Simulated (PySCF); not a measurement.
C3H9NSn, SMILES [CH3][Sn][N](C)C at its CAM-B3LYP/def2-SVP optimised geometry (Å):

```
14

Sn    -1.1439    -0.2700     0.0000
C     -1.3867     1.9244     0.0000
H     -0.9235     2.3772     0.8914
H     -2.4558     2.1843    -0.0007
H     -0.9222     2.3775    -0.8906
N      0.9058    -0.2700     0.0000
C      1.6279    -1.5216    -0.0011
C      1.7912     0.8688    -0.0002
H      2.2817    -1.6201    -0.8903
H      2.2830    -1.6209     0.8871
H      0.9355    -2.3775    -0.0010
H      2.4558     0.8691     0.8869
H      2.4531     0.8712    -0.8892
H      1.2317     1.8128     0.0018
```

Level of theory: CAM-B3LYP/def2-TZVP, def2 effective core potentials past Kr in PySCF. The core electrons that the potentials of Sn replace are not part of the density. Cells within 0.4 Å of a nucleus heavier than hydrogen are left out (blank, or x).

Map of the log10 of the electron density (e/bohr³), floored at −4 on the plane z = 0.0 Å:

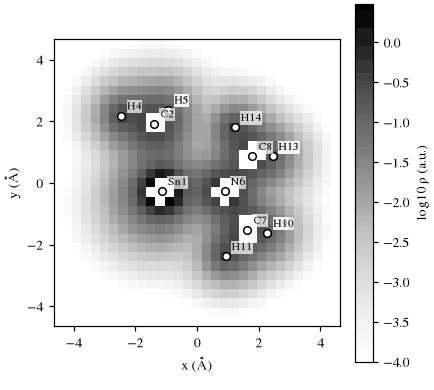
Fig. 1. Log10 of the electron density (e/bohr³), floored at −4 on the plane z = 0.0 Å.
